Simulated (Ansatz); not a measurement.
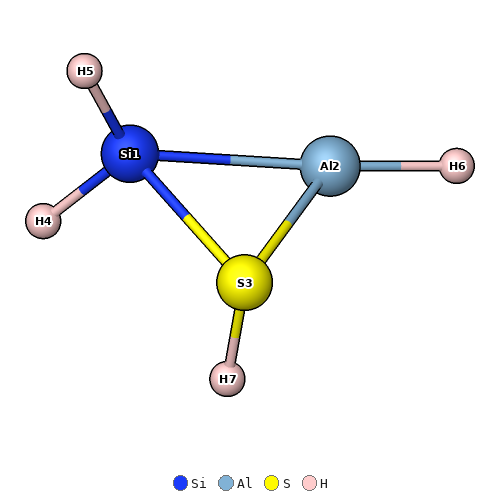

The system is AlH₄SSi, charge +1; the picture shows the reference structure. Coordinates scanned: (1) bond length Si1–H4; (2) bond length Si1–H5. Nothing is relaxed (all other coordinates rigid). The scan uses a 15 × 15 grid. Points are written as (first, second). All energies are given in kcal/mol relative to the lowest grid point. The reference is spin-restricted, which grows unreliable where a bond is stretched far. Computed with Ansatz, RHF/def2-TZVP.

Its coordinates:

```yaml
atoms:
  - { symbol: Si, position_ang: [-0.8147, 0.3064, -0.7722] }
  - { symbol: Al, position_ang: [0.3046, 0.7414, 1.2631] }
  - { symbol: S, position_ang: [0.3621, -1.4250, 0.2395] }
  - { symbol: H, position_ang: [-0.1909, 0.5881, -2.0641] }
  - { symbol: H, position_ang: [-2.2058, -0.1391, -0.8162] }
  - { symbol: H, position_ang: [1.0150, 1.2263, 2.5451] }
  - { symbol: H, position_ang: [1.5297, -1.2980, -0.3952] }
```

Range: bond length Si1–H4 from 1.257 to 2.047 Å; bond length Si1–H5 from 1.198 to 2.192 Å.

Question: Predict the map.

Answer: The lowest grid point is at (1.483 Å, 1.482 Å). No other kind of well shows on this grid. The highest grid point, (2.047 Å, 2.192 Å), lies 92 kcal/mol above the lowest. Round the minimum the contours are nearly round: the two directions are equally stiff and uncoupled.

```
bond length Si1–H5 ↓, bond length Si1–H4 →  1.257  1.314  1.370  1.427  1.483  1.539  1.596  1.652  1.708  1.765  1.821  1.878  1.934  1.990  2.047
                                     2.192     66     59     55     53     53     54     56     59     63     67     72     77     82     87     92
                                     2.121     60     53     49     47     46     48     50     53     57     61     65     70     75     80     85
                                     2.050     53     46     42     40     40     41     43     46     50     54     59     64     69     74     79
                                     1.979     47     40     35     33     33     34     37     40     43     48     52     57     62     67     72
                                     1.908     40     33     29     27     27     28     30     33     37     41     46     51     56     61     66
                                     1.837     34     27     23     21     21     22     24     27     31     35     40     45     50     55     60
                                     1.766     28     21     17     15     15     16     18     21     25     29     34     39     44     49     54
                                     1.695     23     16     12     10      9     11     13     16     20     24     29     33     38     44     49
                                     1.624     18     11      7      5      5      6      8     11     15     20     24     29     34     39     44
                                     1.553     15      8      4      2      2      3      5      8     12     16     21     26     31     36     41
                                     1.482     14      6      2      0      0      1      3      7     10     15     19     24     29     34     39
                                     1.411     14      7      3      1      1      2      4      7     11     15     20     25     30     35     40
                                     1.340     18     11      6      4      4      5      8     11     14     19     23     28     33     38     43
                                     1.269     25     18     14     12     12     13     15     18     22     26     31     36     41     46     51
                                     1.198     38     31     27     25     25     26     28     31     35     39     44     49     54     59     64
```

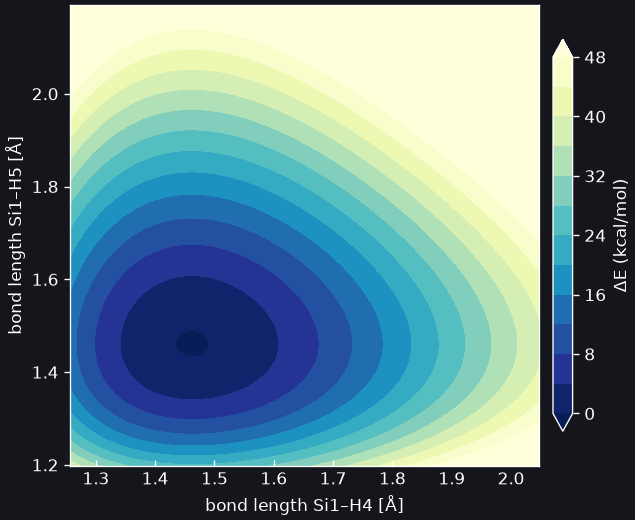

The picture shows filled contours, one colour for all values above the top of the scale. Between grid points the surface is interpolated.

Each point was launched as `ansatz run input.yaml --threads 1 --pin off --max-ram 2560MiB --backend cpu --events-out ev --progress --plain --runs-dir out`. Time for the 225 points that were run: 20 min on 1 thread of Arm Neoverse N1, on a shared host.
